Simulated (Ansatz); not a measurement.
# C2F4 (SMILES FC(F)=C(F)F): what the fields show

```tsv
atom	x (Å)	y (Å)	z (Å)
C	-1.9151	-0.6683	0.1693
C	-0.6631	-0.8327	0.5736
F	-2.4888	0.5196	0.0551
F	-2.7084	-1.6768	-0.1578
F	-0.0895	-2.0206	0.6878
F	0.1300	0.1758	0.9008
```

Geometry: B3LYP/6-31G*.

The calculation used isolated molecule in a Gaussian basis; Kohn-Sham density functional theory, functional PBE0 (Ansatz 0.2.0).

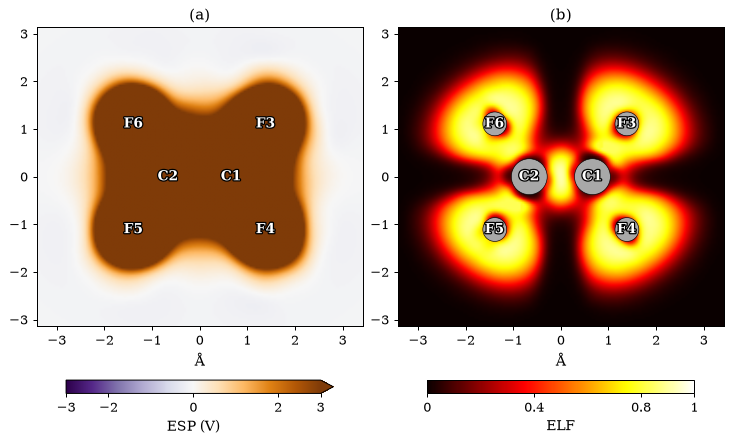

Figure 1. (a) electrostatic potential; (b) ELF on the molecular plane. Grey discs cover the atomic cores in the ELF map.

### What does the map show?

The plane passes through C and F nuclei.
C–F (1.32 Å): the ELF peaks at about 0.85 between the atoms; a polar covalent bond.
C–C (1.33 Å): the ELF peaks at about 0.90 between the atoms; a multiple bond.
The ELF also peaks beside F5, F4, F6 and F3, away from the bonds: lone-pair regions.
The potential has no marked negative region in this plane.

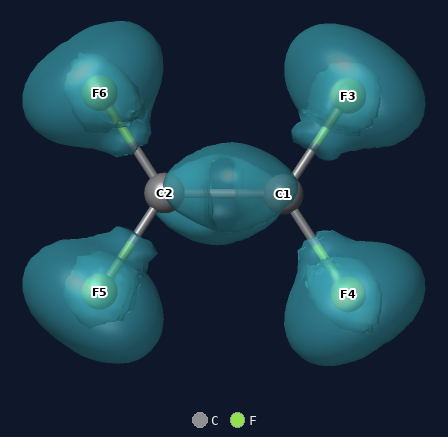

Figure 2. Isosurface of the ELF at 0.75 (cyan), seen across its widest extent. Core shells and regions of very low density are left out.

### What do the ELF domains correspond to?

The surface consists of one region between bonded C–C atoms (shared pairs) and four regions on F in which the atom's valence shell and bonds are merged.

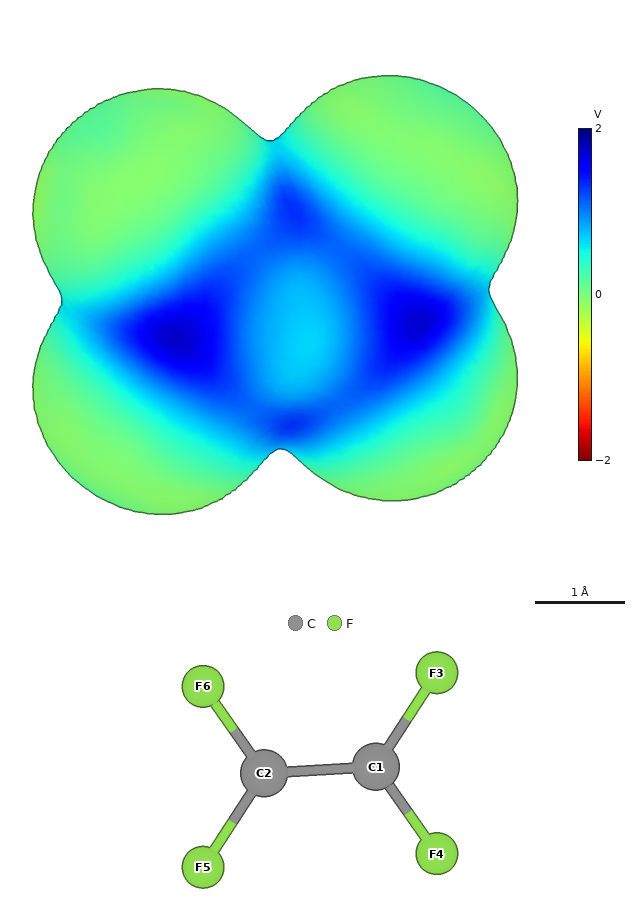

Figure 3. The molecular electrostatic potential painted on the density surface at 0.004 e/bohr³, seen at a tilt; the colour scale runs from red (negative) to blue (positive). The bare structure is drawn below in the same view.

### Which sites attract a positive test charge, and which a negative one?

A positive charge is drawn to the negative regions and a negative charge to the positive ones. The most negative region (about −0.1 V) lies over F3, F4, F5 and F6, the most positive (about +1.7 V, or +39 kcal/mol for a unit charge) over the π face of C1 and C2.

### How polar is the molecule by this calculation?

Its dipole moment is zero.
